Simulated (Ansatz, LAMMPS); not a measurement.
# Static equation of state of glassy 61Al2O3-39P2O5 (mol %) (104 atoms)

Density of this cell: 2.84 g/cm³. The cell holds 104 atoms: 22 Al, 14 P and 68 O. Its edges and angles: a = 10.575 Å, b = 10.709 Å, c = 10.914 Å, α = 90.5°, β = 88.0°, γ = 91.4°. The starting structure: 104 atoms (22 Al, 14 P, 68 O) placed at random at 2.66 g/cm³, melted at 4000 K for 10 ps at fixed volume with the Morse and Coulomb pair potential with partial charges (Pedone, Malavasi, Menziani, Cormack and Segre, J. Phys. Chem. B 110, 11780 (2006)). Quenched from 4000 K to 300 K at 50 K/ps and fixed volume, held 10 ps at zero pressure.

Calculated with Ansatz 0.2.0: Kohn-Sham DFT, r2SCAN, PAW (set soft_2), plane waves; cutoff 500 eV, Γ point, fermi-dirac smearing of 0.05 eV. Cell and atoms were relaxed first, to V0 = 11.873 Å³ an atom at a residual P0 = -0.003 GPa. The cell was then scaled evenly, and the atoms were relaxed at each volume.

| volume (Å³/atom) | pressure (GPa) |
| --- | --- |
| 10.686 | ? |
| 11.161 | 4.847 |
| 11.517 | 2.171 |
| 12.229 | -1.865 |
| 12.585 | -3.798 |

**Question.** Fit the third-order Birch–Murnaghan equation to the rows given and extrapolate to the withheld row.

Worked fit:

Take the Eulerian strain f = ½[(V0/V)^(2/3) − 1] and the normalised pressure F = (P − P0) / [3f(1 + 2f)^(5/2)]. The third-order Birch–Murnaghan equation is then the line F = B0 + (3/2)B0(B′ − 4) f, so u = f and v = F.

| u = f | v = F (GPa) |
| --- | --- |
| 0.0210564 | 69.2570 |
| 0.0102568 | 67.1731 |
| -0.00975671 | 66.8102 |
| -0.0190504 | 73.1674 |

With n = 4: mean u = 6.2649e-4, mean v = 69.1019, Σ(u − ū)² = 0.0010051, Σ(u − ū)(v − v̄) = -0.071608. Slope b = -0.071608 / 0.0010051 = -71.243; intercept a = v̄ − b ū = 69.147.

So B0 = a = 69.1 GPa and B′ = 4 + 2b/(3a) = 3.31. At the withheld volume f = 0.03638, F = a + b f = 66.55 GPa, and P = P0 + 3f(1 + 2f)^(5/2) F.

Prediction at 10.686: 8.656 GPa. The run gave 8.045 GPa, so the fit is high by 0.61 GPa (7.6 % of the value).

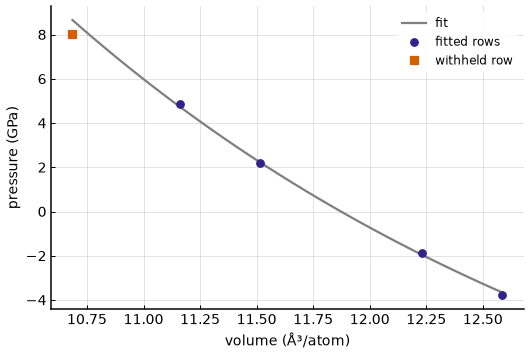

The fit, the rows that it rests on and the withheld row.

The series isn't one smooth equation of state: even a line fitted to all rows, the withheld one included, misses F by up to 5.0 %, the count of bonds changes along the series and an atom moves over 0.5 Å in some relaxation. B0 and B′ are then only the numbers of this fit, not moduli of the material. Among the rows given, the largest miss of the fit is at 12.585, by 0.14 GPa (1.2 % of the range of the table).

Limits: Static cells at zero temperature; the cell shape is held. The program notes that the SCF threshold of these relaxations is loose for the stress. The quench rate of 50 K/ps is many orders above laboratory rates, so the cell is likely richer in defects and strain than a real sample. The network of bonds at the start is that of the classical potential that made the cell, and needn't be the one that DFT or experiment would give. Only the Γ point is sampled, in a cell whose shortest periodic width is 11 Å.

[Hosts, paths, dates, database ids (printed as entryN), source tags and the programs' standing remarks are cut or masked in the printed files.]
